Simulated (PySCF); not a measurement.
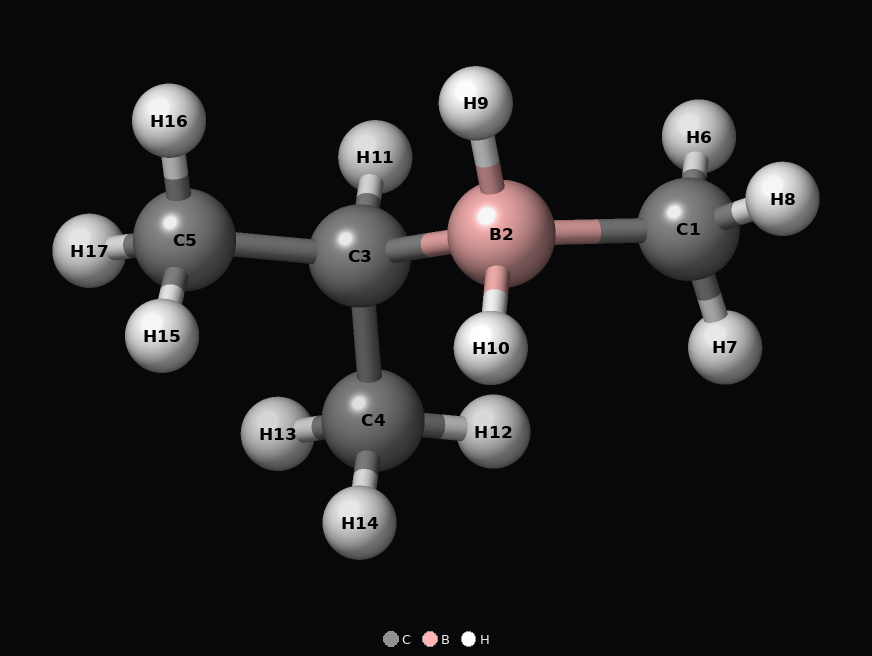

Charge −1, singlet. Computed geometry: GFN2-xTB optimisation. No frequency run is at hand to confirm it as a minimum. Method: B3LYP/pcJ-1 indirect spin-spin coupling, non-relativistic, gas phase (PySCF 2.14.0). Isotopes: 11B, 13C, 1H.

Give the spin–spin coupling constants of these pairs, with the number of bonds between them: C1/B2, B2/H9, B2/H10, B2/C3, B2/H8, B2/H6, B2/H7, B2/H11, B2/H12, B2/H16, B2/H17.

| pair | bonds apart | J (Hz) |
| --- | --- | --- |
| C1, B2 | 1 | 41.4 |
| B2, H9 | 1 | 85.5 |
| B2, H10 | 1 | 86.9 |
| B2, C3 | 1 | 41.7 |
| B2, H8 | 2 | −3.9 |
| B2, H6 | 2 | −4.2 |
| B2, H7 | 2 | −4.2 |
| B2, H11 | 2 | −3.5 |
| B2, H12 | 3 | 1.1 |
| B2, H16 | 3 | 1.8 |
| B2, H17 | 3 | 7.5 |

The geometry is semi-empirical. Around B such bond lengths and angles can be off by a tenth of an ångström or more and by several degrees, and values that hang on the shape move with them.
